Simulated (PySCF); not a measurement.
GeH$_{2}$F$_{4}$: interaction-energy calculation

GeH$_{2}$F$_{4}$, SMILES [F][Ge][F].F.F, computed with wB97M-D3(BJ)/def2-TZVPD interaction energy, counterpoise and uncorrected, gas phase (PySCF 2.14.0).

The geometry comes from this level: PBE0-D3(BJ)/def2-SVPD.

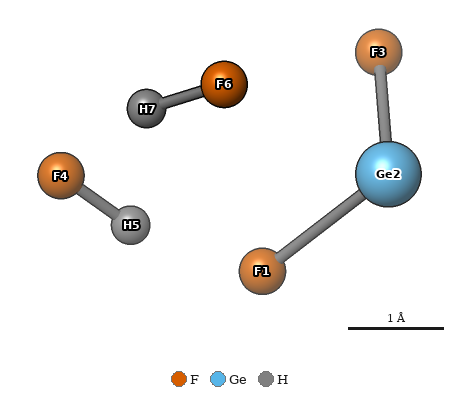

Fig. 1: The structure (ball-and-stick view, seen at a tilt; atoms are numbered from 1 in the order of the input). Sticks mark near contacts.

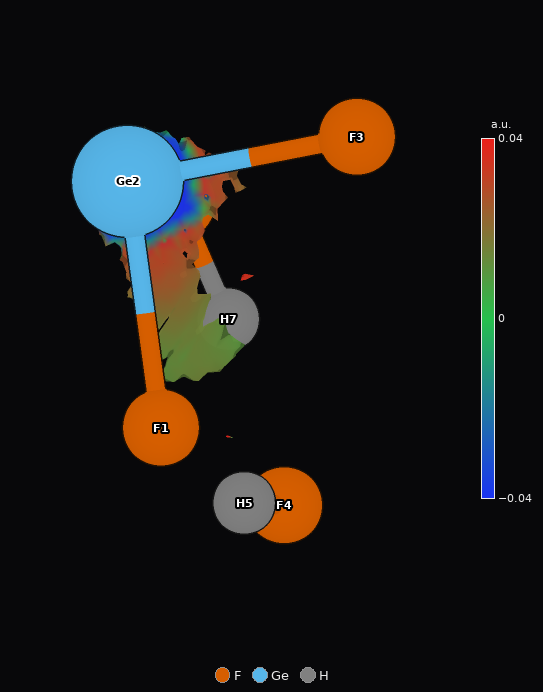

Fig. 2: Non-covalent interaction (NCI) plot: the surface where the reduced density gradient is 0.5, for densities under 0.05 a.u., coloured by sign(λ₂)ρ; seen at an oblique angle.

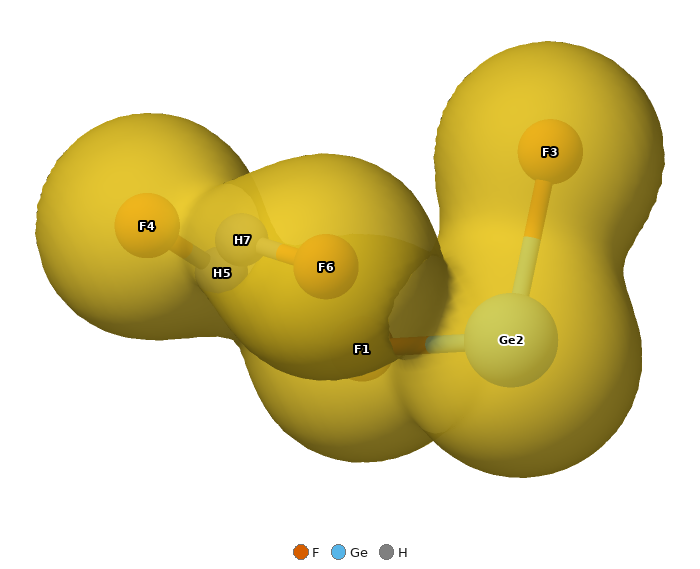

Fig. 3: Isosurface of the electron density at 0.2 e/Å³ (yellow), seen from the side. At this value the surface is in one piece. On the grid the lowest density along these lines, outside the cores, is 0.29 e/Å³ (Ge···F, 2.24 Å), 0.9 e/Å³ (Ge–F, 1.76 Å), 2 e/Å³ (F–H, 0.97 Å) and 0.7 e/Å³ (Ge–F, 1.86 Å).

The input and output of the run follow.

### Input
```
{"job": {"kind": "inter", "xc": "wB97M-D3(BJ)", "basis": "def2-TZVPD", "pairs": false}, "charge": 0, "multiplicity": 1, "parts": [{"atoms": "0-2", "charge": 0, "multiplicity": 1}, {"atoms": "3-4", "charge": 0, "multiplicity": 1}, {"atoms": "5-6", "charge": 0, "multiplicity": 1}]}
F      1.699735    -0.461789    -0.624761
Ge     0.580383     1.005424    -0.868191
F     -0.546046     0.486346     0.386680
F      2.960929    -0.109902     1.384893
H      2.524613    -0.476159     0.598920
F      1.849474     1.925884     0.733168
H      2.363388     1.213982     1.156408
```

The first line tells a small driver script what to run in PySCF; the rest is the geometry in Å.

Launched with:
```bash
OMP_NUM_THREADS=1 python <driver script> task.json out
```

### The program's output
```
part 1, own basis, geometry of the cluster
coarse grid: 18016 points
cycle   1  E = -2276.7443182362  dE = -7.075e-01  |g| = 1.046e+00  |ddm| = 1.292e+00
cycle   2  E = -2276.5950557372  dE =  1.493e-01  |g| = 1.550e+00  |ddm| = 1.208e+00
cycle   3  E = -2276.9149238737  dE = -3.199e-01  |g| = 8.881e-02  |ddm| = 6.234e-01
cycle   4  E = -2276.9155662224  dE = -6.423e-04  |g| = 4.721e-02  |ddm| = 6.121e-02
cycle   5  E = -2276.9158613155  dE = -2.951e-04  |g| = 9.841e-03  |ddm| = 2.947e-02
cycle   6  E = -2276.9158796413  dE = -1.833e-05  |g| = 5.056e-03  |ddm| = 1.069e-02
cycle   7  E = -2276.9158853291  dE = -5.688e-06  |g| = 1.059e-03  |ddm| = 6.357e-03
final grid: 36248 points
cycle   8  E = -2276.9157107707  dE = -7.473e-07  |g| = 1.094e-03  |ddm| = 2.856e-03
cycle   9  E = -2276.9157107390  dE =  3.176e-08  |g| = 1.398e-03  |ddm| = 1.076e-03
cycle  10  E = -2276.9157109918  dE = -2.528e-07  |g| = 8.797e-05  |ddm| = 5.621e-04
[... 2 cycles left out ...]
converged SCF energy = -2276.9157110006

part 2, own basis, geometry of the cluster
coarse grid: 7776 points
[... 5 cycles left out ...]
final grid: 16976 points
[... 4 cycles left out ...]
converged SCF energy = -100.5032209205

part 3, own basis, geometry of the cluster
coarse grid: 7776 points
[... 5 cycles left out ...]
final grid: 16976 points
[... 4 cycles left out ...]
converged SCF energy = -100.5028601608

part 1, own basis, relaxed alone
coarse grid: 18016 points
[... 6 cycles left out ...]
final grid: 36248 points
[... 5 cycles left out ...]
converged SCF energy = -2276.9207010129

part 2, own basis, relaxed alone
coarse grid: 7776 points
[... 5 cycles left out ...]
final grid: 16976 points
[... 3 cycles left out ...]
converged SCF energy = -100.5053938145

part 3, own basis, relaxed alone: E = -100.5053938145 (as before)

cluster
final grid: 70200 points
[... 10 cycles left out ...]
converged SCF energy = -2477.9618189925

part 1 in the basis of the cluster
final grid: 70200 points
[... 6 cycles left out ...]
converged SCF energy = -2276.9160497682

part 2 in the basis of the cluster
final grid: 70200 points
cycle   1  E = -100.5033467648  dE = -1.299e-04  |g| = 2.160e-03  |ddm| = 1.877e-01
cycle   2  E = -100.5033486136  dE = -1.849e-06  |g| = 3.631e-04  |ddm| = 2.731e-02
cycle   3  E = -100.5033486677  dE = -5.415e-08  |g| = 2.048e-04  |ddm| = 5.112e-03
cycle   4  E = -100.5033486732  dE = -5.475e-09  |g| = 3.266e-05  |ddm| = 1.903e-04
cycle   5  E = -100.5033486734  dE = -2.104e-10  |g| = 2.653e-06  |ddm| = 1.312e-04
converged SCF energy = -100.5033486734

part 3 in the basis of the cluster
final grid: 70200 points
cycle   1  E = -100.5030052095  dE = -1.513e-04  |g| = 2.348e-03  |ddm| = 1.448e-01
cycle   2  E = -100.5030073283  dE = -2.119e-06  |g| = 3.879e-04  |ddm| = 1.705e-02
cycle   3  E = -100.5030073856  dE = -5.722e-08  |g| = 2.479e-04  |ddm| = 2.644e-03
cycle   4  E = -100.5030073936  dE = -8.061e-09  |g| = 3.000e-05  |ddm| = 1.262e-04
cycle   5  E = -100.5030073938  dE = -2.182e-10  |g| = 3.096e-06  |ddm| = 6.982e-05
converged SCF energy = -100.5030073938

Interaction energy (kcal/mol)
  counterpoise      -26.963
  uncorrected       -27.353
  dispersion part    -2.231
  deformation         6.086
  binding           -20.877

Decomposition of the uncorrected value (kcal/mol)
  electrostatic     -61.317
  Pauli              84.663
  orbital           -48.469
  dispersion         -2.231

Charge of each part in the cluster: -0.042 0.003 0.038
```

### Results in brief

| quantity | value |
| --- | --- |
| outcome | converged |
| total energy | −2477.967170 hartree |
| interaction energy, counterpoise-corrected | −26.96 kcal/mol |
| HOMO | −11.37 eV |
| LUMO | 0.00 eV |
| dipole moment | 2.21 D |
| hardware | 1 CPU thread, shared host |
| wall time | 78 s |
| peak memory | 0.67 GiB |
